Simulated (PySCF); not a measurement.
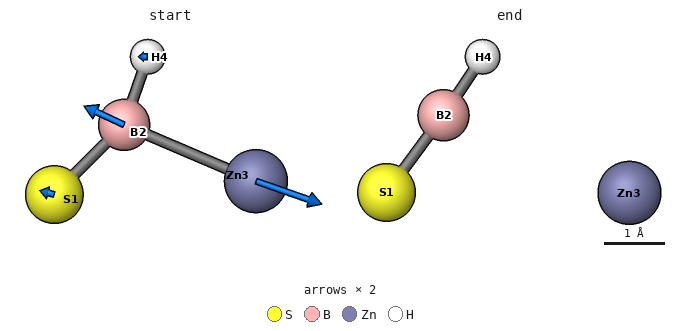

The structure of ZnBHS before (left) and after (right) a relaxation, at one scale. The blue arrows give the displacements, magnified 2 times.

Style: ball-and-stick. Shown face on.

It is one of the separated reactants of a reaction.

All numbers below come from PySCF, RKS PBE0-D4/def2-TZVP, density fitting. 

> What changed between the two?

The atom that moves furthest after the best rigid fit is Zn3 (0.60 Å). By element the largest moves are Zn 0.60 Å, B 0.38 Å, S 0.14 Å, H 0.09 Å. Near-neighbour distances that change, for instance: B2–Zn3 2.419 → 3.402 Å, S1–Zn3 3.390 → 4.081 Å, S1–B2 1.645 → 1.601 Å, B2–H4 1.206 → 1.175 Å. Bonds break, among them: B2–Zn3 (2.42 → 3.40 Å). Among the angles between lasting bonds that change: S1–B2–H4 153.7° → 177.3°. The energy falls by 0.113 eV in 8 geometry steps.
